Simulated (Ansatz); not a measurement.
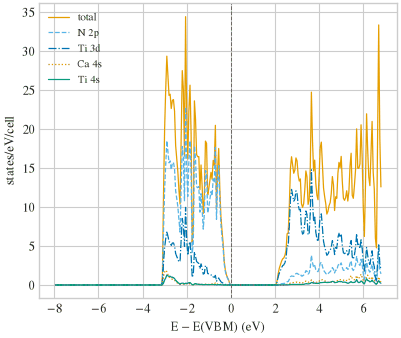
Fig. 1. Total and projected density of states of CaTiN₂ in space group Pna2_1 (No. 33; Ca on 4a, Ti on 4a, N on 4a, N on 4a), DFT-PBE in the program Ansatz with PAW potentials

### Question
Which orbitals carry the states next to the gap?

### Answer
Top 1 eV of the valence band: N 2p 86 %, Ti 3d 7 %. Bottom 1 eV of the conduction band: Ti 3d 75 %, N 2p 7 %, outside the projected shells 14 %. Projections are on Löwdin-orthogonalised atomic valence shells; empty p or d shells of many metals are not among them.

### Question
Where is the tallest occupied peak in this window, and what makes it?

### Answer
Near -2.0 eV, about 34 states/eV per cell; the largest projected share is N 2p.

The start of the workflow was typed in or built on a structure type; neither database checked (COD, Materials Project) lists it. COD files the formula under space group No. 31, 59. Whether it is the stable phase at ambient conditions was not checked. The PBE relaxation kept the symmetry of its start; whether a distortion lowers the energy is not shown. The workflow began spin-polarised and lost its moments.

Potentials: the earlier of the program's two PAW sets.
